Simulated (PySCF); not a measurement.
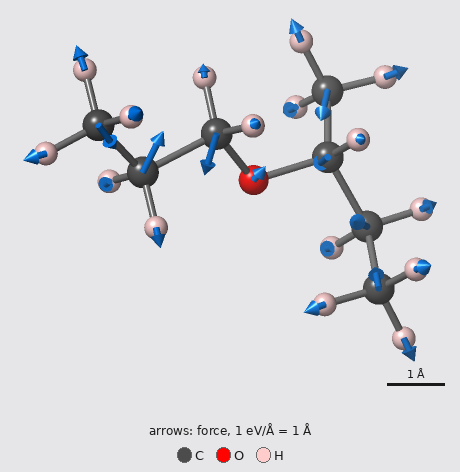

Starting geometry of C7H16O with the computed forces as blue arrows. The picture is a ball-and-stick view, seen at a tilt.

The start comes from GFN2-xTB.

All numbers below come from PBE0-D3(BJ)/def2-SVP geometry optimisation, gas phase in PySCF. 

Q: What follows when this structure is relaxed?

A: It isn't relaxed: the largest force vector, on a C atom, is 1.02 eV/Å. The final displacements have little in common with the starting forces (cosine between the two patterns 0.11). After 6 geometry steps the energy has fallen by 1.60 kcal/mol. An H atom moves most after the best rigid fit: 0.15 Å. Largest moves by element: H 0.15 Å, C 0.08 Å, O 0.04 Å. Some distances before and after: C–H 1.091 → 1.103 Å, C–C 1.525 → 1.514 Å, C–O 1.407 → 1.397 Å, C–H 1.103 → 1.111 Å. Bond angles that change, for instance: H–C–H 108.6° → 106.5°. The run took about 5 core-minutes on a shared host.
